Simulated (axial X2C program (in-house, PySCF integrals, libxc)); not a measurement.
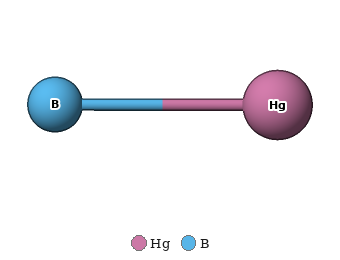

Fig. 1: The molecule at the reference distance of 2.344 Å.

## Run report: HgB⁺, relativistic diatomic calculation

- system: HgB⁺, single determinant with M_S = 0 and |Λ| = 0.
- method: HF, spin-free X2C-1e, Hg dyall-v3z, B dyall-v3z (cores contracted) (axial X2C program (in-house, PySCF integrals, libxc))

### Log
```
spin-free X2C-1e  HF
basis functions 202  fitting functions 1117  grid points 5080
iter        total energy     max residual
   1     -19644.401057793     1.33e+00
   2     -19644.439056316     1.68e-02
   3     -19644.440178495     9.04e-02
   4     -19644.441039167     9.81e-03
   5     -19644.441070909     6.15e-04
   6     -19644.441077680     1.80e-03
   7     -19644.441078340     2.54e-04
   8     -19644.441078423     7.12e-05
   9     -19644.441078430     2.00e-05
  10     -19644.441078430     3.42e-06
  11     -19644.441078430     7.10e-07
converged
one-electron -27082.46671657  Coulomb 7723.77456594  exact exchange -376.05220611  xc functional 0.00000000  nuclear repulsion 90.30327831
```

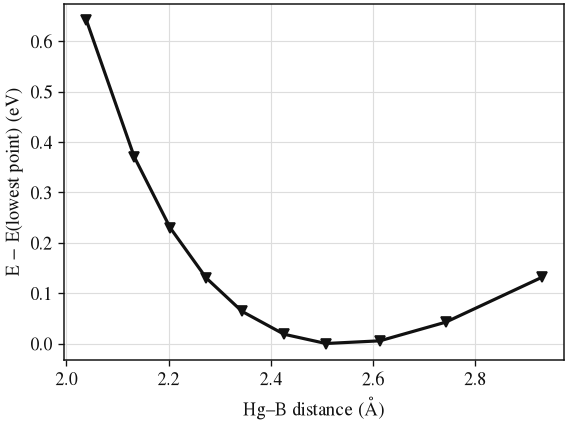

Fig. 2: Energy at 10 bond lengths, for one set of occupations held fixed; the line joins the points. A polynomial of degree 6 through 9 points gives rₑ = 2.540 Å, ωₑ = 264.1 cm⁻¹, ωₑxₑ = 2.0 cm⁻¹ and Bₑ = 0.2504 cm⁻¹. The minimum lies 1.02 eV below Hg + B⁺, each computed as one determinant at the same level.

### Input
```
{"zs": [80, 5], "q": 1, "bas": ["dyall-v3z", "dyall-v3z"], "levels": ["PBE0", "HF", "B97-3", "PBE"], "cc": false, "r0": 2.18, "npts": 10, "nst": 2, "ntry": 6, "opt": {"ecut": 0.5}}
```

The line is the task of a batch: nuclear charges, charge, bases, the levels to run, a first guess of the distance and further settings. This report covers HF without spin-orbit coupling. The log is that of the reference distance 2.344 Å.

The run was one of a batch that the task file lists, launched with:
```bash
python <driver script> task.json out
```

### What the run reported

- outcome: converged
- bond length rₑ: 2.540 Å
- ωₑ: 264.1 cm⁻¹
- energy at the minimum: −19644.44347 hartree
- depth below the fragments: 1.02 eV
- hardware: 1 thread of Arm Neoverse N1, 98 GiB of memory available, shared host
- wall time: 7.9 s
- peak memory: 0.41 GiB

### What is odd here

The input is odd on purpose: few virtuals (ecut = 0.5). The program ran to the end. Its numbers are those of the input as typed; this run alone doesn't show how far the oddity moves them. Hartree–Fock lacks correlation, so it usually binds too weakly.
